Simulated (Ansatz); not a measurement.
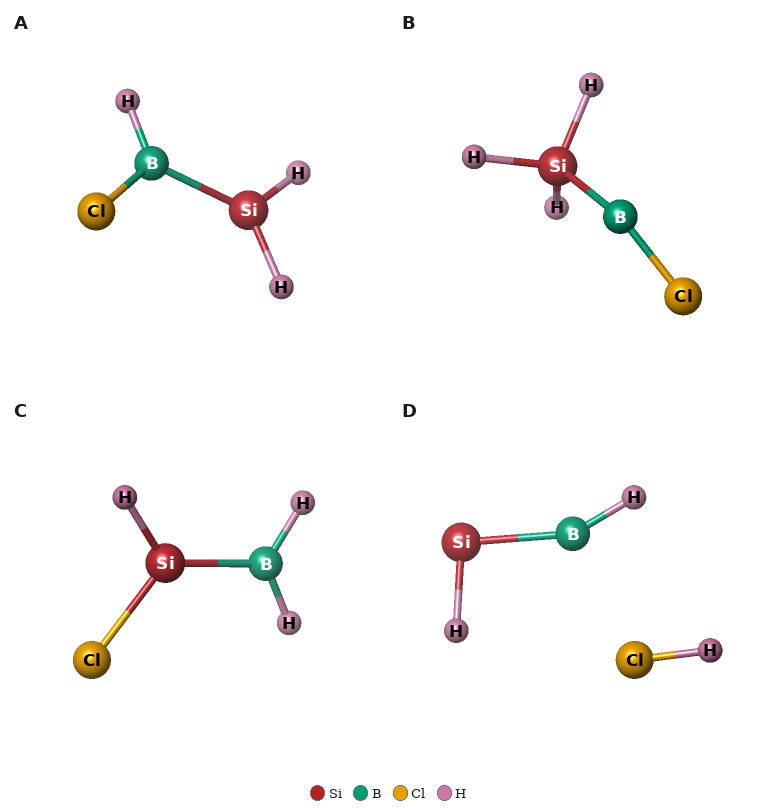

4 stationary structures of one formula. State: neutral, doublet. Geometries: PBE-D4/def2-SVP. Electronic energies: PBE-D4/def2-SVP (Ansatz 0.2.0), without zero-point energy. No frequency run is at hand to confirm each as a minimum.

Which structure is the most stable?

Answer. A is lowest (Cs); C lies 3.5 kJ/mol above it (Cs), B lies 84.0 kJ/mol above it, D lies 294.3 kJ/mol above it (Cs).
